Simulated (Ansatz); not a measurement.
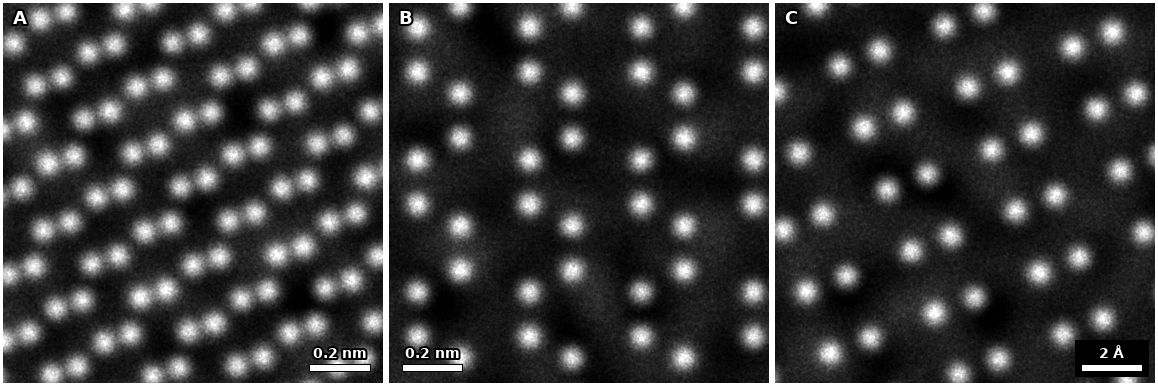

Three views of Ga (Cmce, No. 64) along different zone axes. Simulated incoherent Z contrast: every atom adds Z^1.6 spread by a probe of 0.62 Å full width; channelling and multiple scattering are left out. Shot noise and the speckle of an amorphous layer were added. Model: the geometry given to an electronic-structure calculation, possibly off equilibrium.

```cif
data_structure
_symmetry_space_group_name_H-M 'Cmce'
_symmetry_Int_Tables_number 64
_cell_length_a 4.5230
_cell_length_b 7.6610
_cell_length_c 4.5240
_cell_angle_alpha 90.000
_cell_angle_beta 90.000
_cell_angle_gamma 90.000
_cell_volume 156.76
loop_
_atom_site_label
_atom_site_type_symbol
_atom_site_symmetry_multiplicity
_atom_site_Wyckoff_symbol
_atom_site_fract_x
_atom_site_fract_y
_atom_site_fract_z
_atom_site_occupancy
Ga1 Ga 8 f 0.50000 0.15490 0.58100 1
```

Q: Match the panels to the zone axes [001], [100] and [111].

A is [111]: projected cell 2.02 × 4.01 Å, 104°, plane group p2. B is [100]: projected cell 3.83 × 4.52 Å, 90°, plane group p2mg. C is [001]: projected cell 2.26 × 3.83 Å, 90°, plane group p2mm.
